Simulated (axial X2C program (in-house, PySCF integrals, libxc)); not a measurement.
**Relativistic diatomic calculation for Ga₂⁺**

System: Ga₂⁺. The reference is closed-shell Ga₂; the roots are the vertical energies to take an electron from it, which leaves states of Ga₂⁺. The distance is the PBE0 minimum at charge 0.
Method: EOM-IP-CCSD, two-component X2C with atomic mean-field Coulomb and Gaunt terms, Ga dyall-cv3z (cores contracted) (axial X2C program (in-house, PySCF integrals, libxc)).

**Log**
```
two-component X2C + atomic mean field  HF
basis functions 216  fitting functions 1250  grid points 5800
iter        total energy     max residual
   1      -3882.293043113     2.26e+00
   2      -3883.230552024     3.76e-02
   3      -3883.235803349     2.30e-02
   4      -3883.239286720     2.00e-03
   5      -3883.239333824     5.25e-04
   6      -3883.239338348     1.89e-04
   7      -3883.239338745     3.57e-05
   8      -3883.239338783     1.06e-05
   9      -3883.239338788     1.89e-06
  10      -3883.239338789     2.84e-07
converged
one-electron -5831.30853406  Coulomb 1889.75095229  exact exchange -148.98171668  xc functional 0.00000000  nuclear repulsion 208.58872014  atomic mean-field constant -1.28876047
correlated 6  virtual 322  natural virtual 94  E(MP2) -0.111595249  MP2 remainder -0.002374118
iter   CCSD correlation   residual
   1     -0.123961553   1.54e-01
   2     -0.131918777   8.59e-02
   3     -0.133493453   4.87e-02
   4     -0.134640837   3.39e-02
   5     -0.134960517   1.98e-02
   6     -0.135032457   8.66e-03
   7     -0.135154608   4.85e-03
   8     -0.135111582   2.90e-03
   9     -0.135127509   1.49e-03
  10     -0.135132297   6.00e-04
  11     -0.135138771   1.76e-04
  12     -0.135138588   6.82e-05
  13     -0.135139322   3.18e-05
  14     -0.135139218   1.11e-05
  15     -0.135139191   4.59e-06
  16     -0.135139206   2.13e-06
(T) -0.009623902277257738  T1 0.0289  D1 0.0356  max T2 0.259
EOM-IP-CCSD roots
2*Omega      energy/Eh   energy/eV  one-particle weight
    1       0.27402006      7.4565      0.000
    1       0.28021720      7.6251      0.000
    1       0.36232690      9.8594      0.823
    1       0.39569708     10.7675      0.000
    3       0.23153131      6.3003      0.966
    3       0.37639080     10.2421      0.000
    3       0.38638567     10.5141      0.000
    5       0.37438745     10.1876      0.000
```

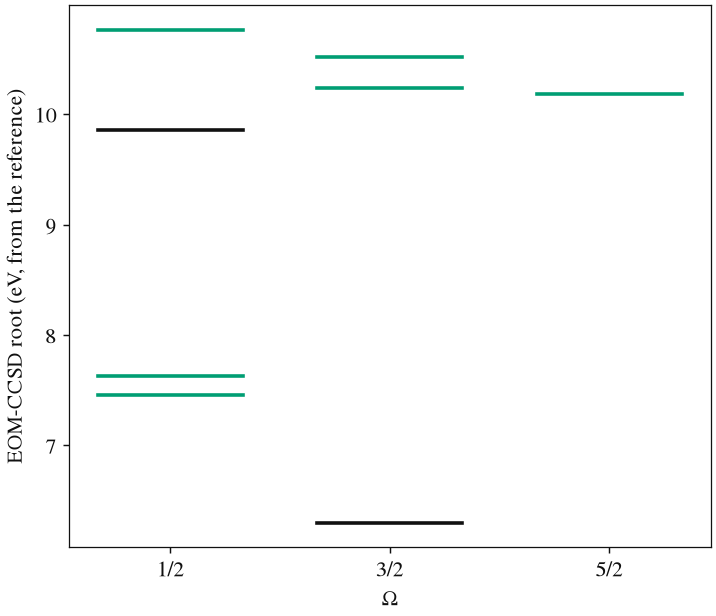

**Figure 1.** EOM-CCSD roots by Ω at 2.44 Å; roots whose one-particle weight is under 0.8 have the second colour. The lowest has Ω = 3/2 and lies at 6.300 eV, with one-particle weight 0.97. 6 of the 8 roots are less well described at this level.

**Input file**
```
{"zs": [31, 31], "q": 1, "bas": ["dyall-cv3z", "dyall-cv3z"], "r0": 2.48, "eom": "ip", "rq": 0, "thr": -1.0, "nmax": 95, "grid": [1, 0.96, 1.045, 0.92, 1.09, 1.15]}
```

The line is the task of a batch: nuclear charges, charge, bases, a first guess of the distance and further settings. This report covers the levels named above. The log is that of the reference distance 2.438 Å.

The run was one of a batch that the task file lists, launched with:
```bash
python <driver script> task.json out
```

**Key numbers**

- outcome: converged
- HF energy of the reference Ga₂: −3883.23934 hartree
- MP2 energy of the reference Ga₂: −3883.35093 hartree
- CCSD energy of the reference Ga₂ (with the MP2 share of the virtual spinors left out of the coupled-cluster step): −3883.37685 hartree
- CCSD(T) energy of the reference Ga₂: −3883.38648 hartree
- T1 diagnostic (spinor form; for a closed shell √2 times the usual value): 0.029
- hardware: 1 thread of Arm Neoverse N1, 60 GiB of memory available, shared host
- wall time: 5.6 s
- peak memory: 0.47 GiB
